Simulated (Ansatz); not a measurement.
System: CH₃AlGe (charge −1, doublet).

Input

```
crystal:
  periodic: [false, false, false]
  atoms:
    - {symbol: C, position_ang: [0.981866, 0.582260, -0.178466]}
    - {symbol: Al, position_ang: [-0.186768, -0.393756, 1.020757]}
    - {symbol: Ge, position_ang: [1.190546, -0.821565, -1.339475]}
    - {symbol: H, position_ang: [0.316408, -1.133390, 2.370219]}
    - {symbol: H, position_ang: [1.386310, 1.604308, -0.183056]}
    - {symbol: H, position_ang: [-1.802631, -0.299218, 0.983590]}
basis:
  gaussian: {orbitals: def2-TZVPD}
output: {forces: true, orbitals: {seedname: orbitals}}
magnetization: {spin_polarized: true, initial_magnetization: 1}
total_charge: -1
hamiltonian: {xc: pbe0}
```

Run with:

```sh
ansatz run input.yaml --threads 2 --pin off --max-ram 4350MiB --events-out events.jsonl --progress --plain --runs-dir runs
```

Geometry: B3LYP-D3(BJ)/def2-SVPD.

The calculation used Ansatz, isolated molecule in a Gaussian basis; Kohn-Sham density functional theory, functional PBE0.

### What can the converged electron density, electron localisation function and spin density tell about the bonding?

C–Ge (1.83 Å): ρ at the midpoint is about 0.98 e/Å³; the ELF peaks at about 0.85 in the valence shell of C, 0.7 Å from its nucleus, and is about 0.50 at the midpoint.
C–Al (1.94 Å): ρ at the midpoint is about 0.67 e/Å³; the ELF peaks at about 0.90 between the atoms; a shared but strongly polarised pair.
C–H (1.10 Å): ρ is about 1.9 e/Å³ halfway; the ELF climbs to about 1 towards the hydrogen, as it does in any bond to H; an ordinary covalent bond to hydrogen.
The unpaired spin (1 electron) lies mostly on Ge3 (about 0.6) and Al2 (about 0.3), in electrons by Hirshfeld's partition.

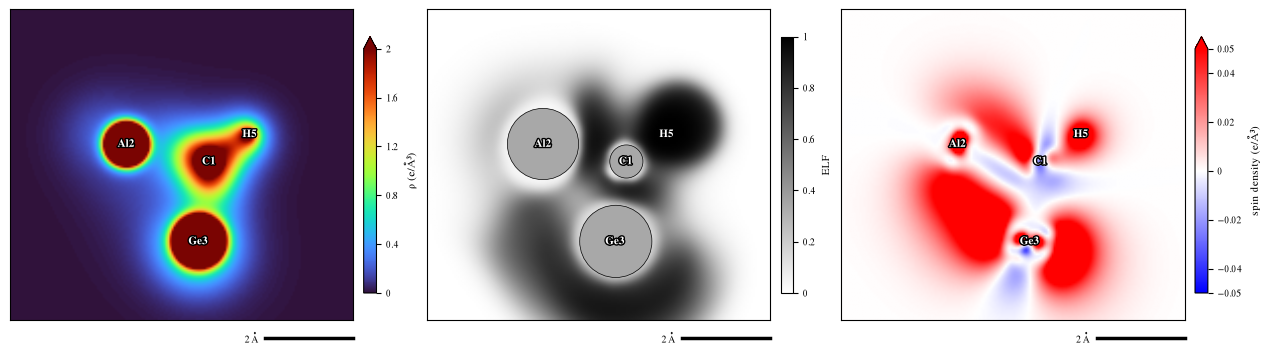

Computed electron density, electron localisation function and spin density on the plane of atoms Ge3, C1 and H5, in this order. Grey discs cover the atomic cores in the ELF map. 
